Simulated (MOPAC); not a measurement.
# InH2OF3: frequency calculation (part 2 of 2)

InH2OF3; MNDO, closed shell (MOPAC 23.2.5). The geometry was optimised with MNDO.

Geometry of the input (Å):
```
O  -1.2577  0.5234  0.2427
In 0.7423  -0.5817  -0.3452
F  1.2531  -1.0140  1.5917
F  0.0615  -2.0929  -1.5466
F  1.5797  1.0724  -1.2183
H  -1.5888  0.4612  1.1255
H  -1.4457  1.3787  -0.1119
```

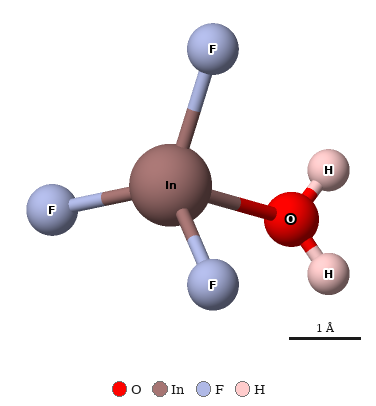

Fig. 1: The structure (ball-and-stick view, seen at a tilt). Sticks mark near contacts.

The program's output, continued:
```
 VIBRATION          6    3A"         ATOM PAIR     ENERGY CONTRIBUTION    RADIAL
 FREQUENCY           145.48         O 1 -- In2         +32.1% (105.8%)      0.0%
 TRANSITION DIPOLE   1.6579         In2 -- F 4         +25.8% ( 94.8%)      0.0%
 TRAVEL (Ang.)       0.2393         In2 -- F 3         +10.6% ( 60.7%)      8.9%
 REDUCED MASS        8.0945         In2 -- F 5         +10.6% ( 60.7%)      8.9%
 EFFECTIVE MASS     50.6825         O 1 -- H 7         +10.5% ( 60.6%)     15.4%
 FORCE CONSTANT      0.1009         O 1 -- H 6         +10.5% ( 60.6%)     15.3%

 VIBRATION          7    4A'         ATOM PAIR     ENERGY CONTRIBUTION    RADIAL
 FREQUENCY           345.33         O 1 -- In2         +49.3% (219.5%)     99.1%
 TRANSITION DIPOLE   1.5593         O 1 -- H 6         +25.0% (156.3%)     16.6%
 TRAVEL (Ang.)       0.1284         O 1 -- H 7         +25.0% (156.3%)     16.6%
 REDUCED MASS       11.8382         In2 -- F 4          +0.2% ( 14.2%)      1.3%
 EFFECTIVE MASS     56.6921
 FORCE CONSTANT      0.8318

 VIBRATION          8    5A'         ATOM PAIR     ENERGY CONTRIBUTION    RADIAL
 FREQUENCY           412.05         O 1 -- H 6         +39.3% ( 77.8%)      1.4%
 TRANSITION DIPOLE   1.3259         O 1 -- H 7         +39.3% ( 77.8%)      1.4%
 TRAVEL (Ang.)       0.4434         O 1 -- In2         +20.5% ( 56.1%)      7.0%
 REDUCED MASS        0.8325         In2 -- F 4          +0.5% (  8.8%)     93.1%
 EFFECTIVE MASS      5.3537
 FORCE CONSTANT      0.0833

 VIBRATION          9    6A'         ATOM PAIR     ENERGY CONTRIBUTION    RADIAL
 FREQUENCY           502.15         In2 -- F 5         +33.7% ( 57.2%)     97.9%
 TRANSITION DIPOLE   0.5842         In2 -- F 3         +33.7% ( 57.2%)     97.9%
 TRAVEL (Ang.)       0.1466         In2 -- F 4         +32.4% ( 56.1%)     97.8%
 REDUCED MASS        6.2477         O 1 -- In2          +0.1% (  3.5%)     98.3%
 EFFECTIVE MASS     19.4042
 FORCE CONSTANT      0.9282

 VIBRATION         10    4A"         ATOM PAIR     ENERGY CONTRIBUTION    RADIAL
 FREQUENCY           544.99         In2 -- F 3         +44.7% ( 72.4%)     94.9%
 TRANSITION DIPOLE   1.8448         In2 -- F 5         +44.7% ( 72.4%)     94.8%
 TRAVEL (Ang.)       0.1089         O 1 -- In2          +3.9% ( 21.4%)      0.0%
 REDUCED MASS       10.4358         In2 -- F 4          +3.7% ( 20.9%)      0.0%
 EFFECTIVE MASS     31.6995
 FORCE CONSTANT      1.8262

 VIBRATION         11    7A'         ATOM PAIR     ENERGY CONTRIBUTION    RADIAL
 FREQUENCY           548.03         In2 -- F 4         +60.4% ( 83.1%)     99.8%
 TRANSITION DIPOLE   2.3803         In2 -- F 5         +17.6% ( 44.8%)     66.9%
 TRAVEL (Ang.)       0.1061         In2 -- F 3         +17.6% ( 44.8%)     66.9%
 REDUCED MASS       10.9217         O 1 -- In2          +4.1% ( 21.6%)      1.3%
 EFFECTIVE MASS     32.1378
 FORCE CONSTANT      1.9326

 VIBRATION         12    5A"         ATOM PAIR     ENERGY CONTRIBUTION    RADIAL
 FREQUENCY           675.55         O 1 -- H 7         +46.4% (126.1%)      4.8%
 TRANSITION DIPOLE   0.5205         O 1 -- H 6         +46.4% (126.1%)      4.8%
 TRAVEL (Ang.)       0.4327         O 1 -- In2          +6.9% ( 48.8%)      0.0%
 REDUCED MASS        0.5332
 EFFECTIVE MASS      4.0619
 FORCE CONSTANT      0.1434

 VIBRATION         13    8A'         ATOM PAIR     ENERGY CONTRIBUTION    RADIAL
 FREQUENCY          1899.34         O 1 -- H 6         +48.4% ( 56.1%)      3.0%
 TRANSITION DIPOLE   0.2346         O 1 -- H 7         +48.4% ( 56.1%)      3.0%
 TRAVEL (Ang.)       0.2585         O 1 -- In2          +3.2% ( 14.4%)     84.2%
 REDUCED MASS        0.5311
 EFFECTIVE MASS      1.6839
 FORCE CONSTANT      1.1289

 VIBRATION         14    6A"         ATOM PAIR     ENERGY CONTRIBUTION    RADIAL
 FREQUENCY          4007.79         O 1 -- H 6         +49.7% ( 71.9%)     97.1%
 TRANSITION DIPOLE   0.9218         O 1 -- H 7         +49.7% ( 71.9%)     97.2%
 TRAVEL (Ang.)       0.1792         O 1 -- In2          +0.6% (  7.8%)      0.0%
 REDUCED MASS        0.5242
 EFFECTIVE MASS      1.5261
 FORCE CONSTANT      4.9607

 VIBRATION         15    9A'         ATOM PAIR     ENERGY CONTRIBUTION    RADIAL
 FREQUENCY          4045.09         O 1 -- H 7         +49.9% ( 69.7%)     98.0%
 TRANSITION DIPOLE   0.6434         O 1 -- H 6         +49.9% ( 69.7%)     98.0%
 TRAVEL (Ang.)       0.1847         O 1 -- In2          +0.2% (  4.3%)     76.8%
 REDUCED MASS        0.4887
 EFFECTIVE MASS      1.2249
 FORCE CONSTANT      4.7113

      SYMMETRY NUMBER FOR POINT-GROUP Cs  =  1

          SYSTEM IS A GROUND STATE

 [OH2+][In-]([F])([F])[F]
 MNDO frequencies

          MOLECULE IS NOT LINEAR

          THERE ARE 15 GENUINE VIBRATIONS IN THIS SYSTEM
          THIS THERMODYNAMICS CALCULATION IS LIMITED TO
          MOLECULES WHICH HAVE NO INTERNAL ROTATIONS

                    CALCULATED THERMODYNAMIC PROPERTIES
                                          *
   TEMP. (K)   PARTITION FUNCTION   H.O.F.    ENTHALPY  HEAT CAPACITY ENTROPY
                                   KCAL/MOL   CAL/MOLE    CAL/K/MOL  CAL/K/MOL

 298.00  VIB.     0.5772D+03                  3580.0753    19.0816    24.6486
         ROT.     0.2614D+06                   888.2803     2.9808    27.7685
         INT.     0.1508D+09                  4468.3556    22.0624    52.4170
         TRA.     0.2529D+28                  1480.4672     4.9680    41.6264
         TOT.                     -122.614    5948.8228    27.0304    94.0434

 200.00  VIB.     0.6848D+02                  1852.5525    15.8522    17.6618
         ROT.     0.1437D+06                   596.1613     2.9808    26.5798
         INT.     0.9841D+07                  2448.7138    18.8330    44.2416
         TRA.     0.1390D+28                   993.6021     4.9680    39.6452
         TOT.                     -125.121    3442.3159    23.8010    83.8868

 210.00  VIB.     0.8631D+02                  2013.2146    16.2762    18.4456
         ROT.     0.1546D+06                   625.9693     2.9808    26.7252
         INT.     0.1334D+08                  2639.1840    19.2570    45.1708
         TRA.     0.1496D+28                  1043.2822     4.9680    39.8876
         TOT.                     -124.880    3682.4662    24.2250    85.0584

 220.00  VIB.     0.1084D+03                  2177.9970    16.6763    19.2121
         ROT.     0.1658D+06                   655.7774     2.9808    26.8639
         INT.     0.1797D+08                  2833.7744    19.6571    46.0760
         TRA.     0.1604D+28                  1092.9623     4.9680    40.1187
         TOT.                     -124.636    3926.7367    24.6251    86.1947

 230.00  VIB.     0.1358D+03                  2346.6632    17.0531    19.9618
         ROT.     0.1772D+06                   685.5855     2.9808    26.9964
         INT.     0.2406D+08                  3032.2486    20.0339    46.9582
         TRA.     0.1715D+28                  1142.6424     4.9680    40.3396
         TOT.                     -124.388    4174.8911    25.0020    87.2977

 240.00  VIB.     0.1694D+03                  2518.9852    17.4076    20.6951
         ROT.     0.1889D+06                   715.3935     2.9808    27.1233
         INT.     0.3201D+08                  3234.3788    20.3885    47.8184
         TRA.     0.1828D+28                  1192.3226     4.9680    40.5510
         TOT.                     -124.136    4426.7013    25.3565    88.3694

 250.00  VIB.     0.2108D+03                  2694.7452    17.7409    21.4126
         ROT.     0.2008D+06                   745.2016     2.9808    27.2449
         INT.     0.4234D+08                  3439.9468    20.7217    48.6575
         TRA.     0.1943D+28                  1242.0027     4.9680    40.7538
         TOT.                     -123.881    4681.9495    25.6897    89.4113

 260.00  VIB.     0.2615D+03                  2873.7362    18.0540    22.1145
         ROT.     0.2130D+06                   775.0097     2.9808    27.3619
         INT.     0.5570D+08                  3648.7459    21.0349    49.4764
         TRA.     0.2061D+28                  1291.6828     4.9680    40.9487
         TOT.                     -123.622    4940.4287    26.0029    90.4251

 270.00  VIB.     0.3234D+03                  3055.7631    18.3483    22.8015
         ROT.     0.2254D+06                   804.8177     2.9808    27.4743
         INT.     0.7289D+08                  3860.5808    21.3291    50.2758
         TRA.     0.2181D+28                  1341.3629     4.9680    41.1362
         TOT.                     -123.361    5201.9437    26.2971    91.4120

 280.00  VIB.     0.3988D+03                  3240.6427    18.6248    23.4738
         ROT.     0.2380D+06                   834.6258     2.9808    27.5828
         INT.     0.9492D+08                  4075.2685    21.6056    51.0566
         TRA.     0.2303D+28                  1391.0430     4.9680    41.3168
         TOT.                     -123.097    5466.3114    26.5736    92.3734

 290.00  VIB.     0.4903D+03                  3428.2036    18.8847    24.1320
         ROT.     0.2509D+06                   864.4339     2.9808    27.6874
         INT.     0.1230D+09                  4292.6374    21.8656    51.8193
         TRA.     0.2427D+28                  1440.7231     4.9680    41.4912
         TOT.                     -122.830    5733.3605    26.8336    93.3105

 300.00  VIB.     0.6010D+03                  3618.2863    19.1293    24.7763
         ROT.     0.2640D+06                   894.2419     2.9808    27.7884
         INT.     0.1587D+09                  4512.5282    22.1101    52.5648
         TRA.     0.2554D+28                  1490.4032     4.9680    41.6596
         TOT.                     -122.560    6002.9314    27.0781    94.2244

 310.00  VIB.     0.7348D+03                  3810.7424    19.3596    25.4074
         ROT.     0.2773D+06                   924.0500     2.9808    27.8861
         INT.     0.2038D+09                  4734.7924    22.3404    53.2935
         TRA.     0.2683D+28                  1540.0833     4.9680    41.8225
         TOT.                     -122.288    6274.8757    27.3084    95.1160

 320.00  VIB.     0.8958D+03                  4005.4342    19.5766    26.0255
         ROT.     0.2908D+06                   953.8580     2.9808    27.9808
         INT.     0.2605D+09                  4959.2923    22.5574    54.0063
         TRA.     0.2814D+28                  1589.7634     4.9680    41.9802
         TOT.                     -122.014    6549.0557    27.5255    95.9865

 330.00  VIB.     0.1089D+04                  4202.2343    19.7814    26.6311
         ROT.     0.3046D+06                   983.6661     2.9808    28.0725
         INT.     0.3317D+09                  5185.9005    22.7622    54.7036
         TRA.     0.2947D+28                  1639.4435     4.9680    42.1331
         TOT.                     -121.738    6825.3440    27.7302    96.8367

 340.00  VIB.     0.1321D+04                  4401.0248    19.9749    27.2245
         ROT.     0.3185D+06                  1013.4742     2.9808    28.1615
         INT.     0.4207D+09                  5414.4990    22.9557    55.3860
         TRA.     0.3082D+28                  1689.1236     4.9680    42.2814
         TOT.                     -121.459    7103.6226    27.9237    97.6674

 350.00  VIB.     0.1598D+04                  4601.6965    20.1578    27.8062
         ROT.     0.3327D+06                  1043.2822     2.9808    28.2479
         INT.     0.5316D+09                  5644.9788    23.1386    56.0541
         TRA.     0.3218D+28                  1738.8037     4.9680    42.4254
         TOT.                     -121.179    7383.7825    28.1066    98.4795

 360.00  VIB.     0.1928D+04                  4804.1487    20.3311    28.3765
         ROT.     0.3470D+06                  1073.0903     2.9808    28.3319
         INT.     0.6690D+09                  5877.2390    23.3119    56.7084
         TRA.     0.3357D+28                  1788.4838     4.9680    42.5654
         TOT.                     -120.897    7665.7228    28.2799    99.2737

 370.00  VIB.     0.2320D+04                  5008.2882    20.4954    28.9358
         ROT.     0.3616D+06                  1102.8984     2.9808    28.4135
         INT.     0.8390D+09                  6111.1866    23.4762    57.3494
         TRA.     0.3498D+28                  1838.1639     4.9680    42.7015
         TOT.                     -120.614    7949.3505    28.4442   100.0508

 380.00  VIB.     0.2786D+04                  5214.0289    20.6514    29.4845
         ROT.     0.3763D+06                  1132.7064     2.9808    28.4930
         INT.     0.1049D+10                  6346.7354    23.6322    57.9775
         TRA.     0.3641D+28                  1887.8440     4.9680    42.8340
         TOT.                     -120.328    8234.5794    28.6002   100.8115

 390.00  VIB.     0.3337D+04                  5421.2912    20.7998    30.0228
         ROT.     0.3913D+06                  1162.5145     2.9808    28.5705
         INT.     0.1306D+10                  6583.8057    23.7806    58.5933
         TRA.     0.3786D+28                  1937.5242     4.9680    42.9630
         TOT.                     -120.042    8521.3299    28.7486   101.5563

 400.00  VIB.     0.3988D+04                  5630.0015    20.9411    30.5512
         ROT.     0.4064D+06                  1192.3226     2.9808    28.6459
         INT.     0.1621D+10                  6822.3241    23.9219    59.1972
         TRA.     0.3932D+28                  1987.2043     4.9680    43.0888
         TOT.                     -119.753    8809.5283    28.8899   102.2860

   *: NOTE: HEATS OF FORMATION ARE RELATIVE TO THE
            ELEMENTS IN THEIR STANDARD STATE AT 298K
              (=  Standard Enthalpy of Formation).

            Hvib:  Zero-point energy is not included.
                   frequencies of less than zero cm-1 are not included.
            Hrot = (3/2)RT
            Htra = (3/2)RT + pV = (5/2)RT

            Heat capacity is Cp, not Cv

           FORCE CONSTANT IN CARTESIAN COORDINATES (Millidynes/A)

    ATOM   CHEMICAL       X               Y               Z
   NUMBER   SYMBOL  FORCE CONSTANT  FORCE CONSTANT  FORCE CONSTANT

      1       O        7.161815        9.430299        4.586325
      2      In        1.517982        4.402212        4.384894
      3       F        0.103345        2.694962        0.128336
      4       F        0.202253        0.769125        1.957439
      5       F        0.103172        0.718594        2.104876
      6       H        2.791059        6.731621        0.725896
      7       H        2.794039        3.525678        3.928859

 *                    *
 * JOB ENDED NORMALLY *
 *                    *

 TOTAL JOB TIME:             0.06 SECONDS

 == MOPAC DONE ==
```

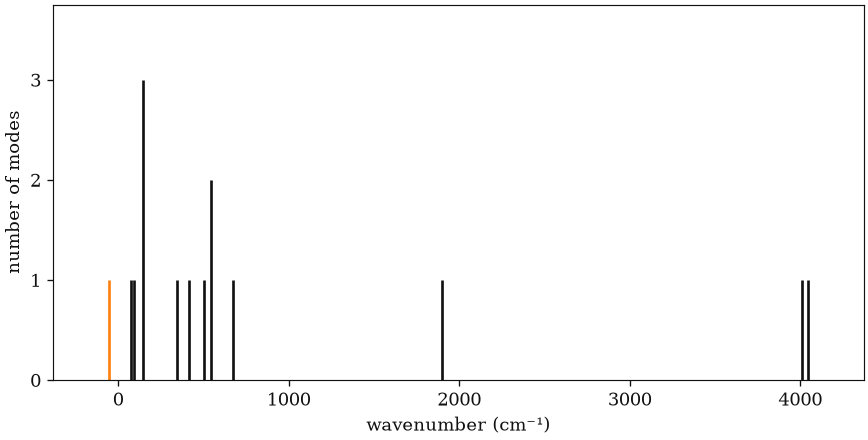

Fig. 2: Harmonic vibrational wavenumbers from the force constants; neighbouring modes closer than 19 cm⁻¹ are counted in one stick, and imaginary ones are drawn at negative wavenumbers. 15 modes from 56i to 4045 cm⁻¹, 1 imaginary beyond 8i (56i cm⁻¹): not a clean minimum; so soft a mode can be a shallow saddle, an incomplete relaxation or noise of the force constants.

Key numbers:

- outcome: converged
- heat of formation: −122.61 kcal/mol
- basis functions: 22
- zero-point energy: 0.030938 hartree
- wavenumbers, lowest and highest: 56i and 4045 cm⁻¹
- hardware: 1 thread of AMD EPYC (Zen 5), 128 GiB of memory available, shared host
- peak memory: 0.093 GiB

Remarks:

MOPAC's energies along a path are heats of formation.
